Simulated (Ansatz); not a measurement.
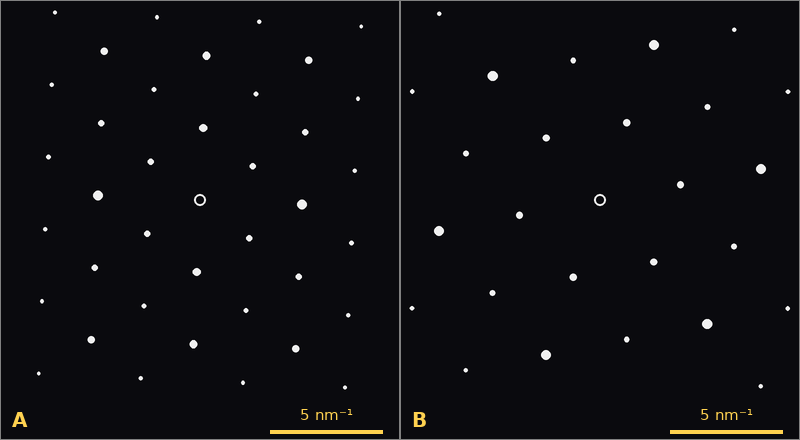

Kinematic electron diffraction patterns (120 kV, B = 0.5 Å², same scale, each along a low-index zone) of two structures of composition Nb2Ga, each relaxed at zero pressure with DFT PBE, scalar-relativistic, plane waves, PAW in Ansatz.

The structures (standard cells):
1. Fd-3m (No. 227), a = 7.666 Å, 24 atoms; generated start, possibly hypothetical
2. Fm-3m (No. 225), a = 6.152 Å, 12 atoms; generated start, possibly hypothetical

Which pattern belongs to which structure, and along which zone?

A is structure 2 along [110] or an equivalent direction: centred rectangular net of -1 1 -1 at d = 3.55 Å and -1 1 1 at d = 3.55 Å, 70.5° apart. B is structure 1 along [111] or an equivalent direction: hexagonal net of -2 2 0 at d = 2.71 Å and -2 0 2 at d = 2.71 Å, 60.0° apart.

Rank the structures by their computed energy.

Structure 2 (Fm-3m, 19.41 Å³ an atom) is the lowest of these; structure 1 (Fd-3m, 18.77 Å³ an atom) lies about 47 meV an atom higher. These are static energies at 0 K; other structures, not shown, may lie lower still.
